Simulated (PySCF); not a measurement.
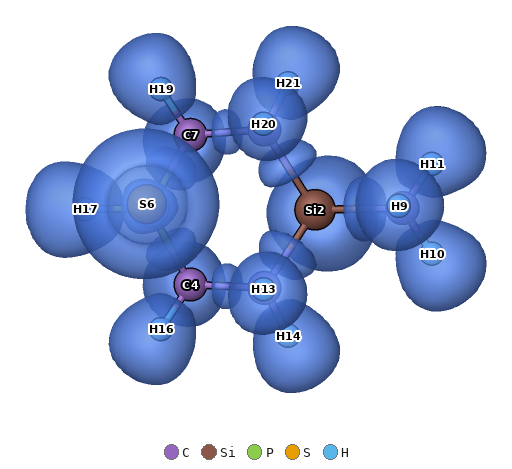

Figure 1: C5H13PSSi. Isosurface of the ELF at 0.8 (blue), seen across its widest extent. Core shells and regions of very low density are left out.

Geometry: GFN2-xTB.

Level of theory: PySCF, PBE0/pcSseg-1, SCF density, gas phase, non-relativistic.

```yaml
atoms:
  - { symbol: C, position_ang: [-2.8655, -0.1144, 0.0918] }
  - { symbol: Si, position_ang: [-1.0760, -0.2661, -0.5074] }
  - { symbol: C, position_ang: [-0.2342, 1.4441, -0.5240] }
  - { symbol: C, position_ang: [1.2562, 1.3135, -0.8132] }
  - { symbol: P, position_ang: [2.0313, 0.3269, 0.5279] }
  - { symbol: S, position_ang: [1.8533, 1.0519, 2.3072] }
  - { symbol: C, position_ang: [1.4000, -1.3822, 0.2989] }
  - { symbol: C, position_ang: [-0.0820, -1.4058, 0.6529] }
  - { symbol: H, position_ang: [-2.9200, 0.2953, 1.0955] }
  - { symbol: H, position_ang: [-3.4382, 0.5342, -0.5612] }
  - { symbol: H, position_ang: [-3.3524, -1.0830, 0.1034] }
  - { symbol: H, position_ang: [-0.9934, -0.8264, -1.8735] }
  - { symbol: H, position_ang: [-0.3491, 1.9183, 0.4544] }
  - { symbol: H, position_ang: [-0.6933, 2.1118, -1.2545] }
  - { symbol: H, position_ang: [1.4410, 0.8257, -1.7733] }
  - { symbol: H, position_ang: [1.7496, 2.2925, -0.8186] }
  - { symbol: H, position_ang: [3.3494, 0.2019, 0.0534] }
  - { symbol: H, position_ang: [1.5753, -1.6967, -0.7328] }
  - { symbol: H, position_ang: [1.9800, -2.0314, 0.9652] }
  - { symbol: H, position_ang: [-0.1894, -1.0613, 1.6850] }
  - { symbol: H, position_ang: [-0.4513, -2.4318, 0.6223] }
```

What do the ELF domains correspond to?

The ELF exceeds this value in two regions between bonded C–C atoms (shared pairs), two regions between bonded C–P atoms (shared pairs), three regions between bonded C–Si atoms (shared pairs), one region between bonded P–S atoms (shared pairs), 13 regions around hydrogen nuclei and one ring or bowl of non-bonding electrons around S. Profiles from the grid: C–C (1.52 Å): the ELF peaks at about 0.95 between the atoms, as expected for a covalent bond. C–P (1.84 Å): the ELF peaks at about 0.95 between the atoms, as expected for a covalent bond.
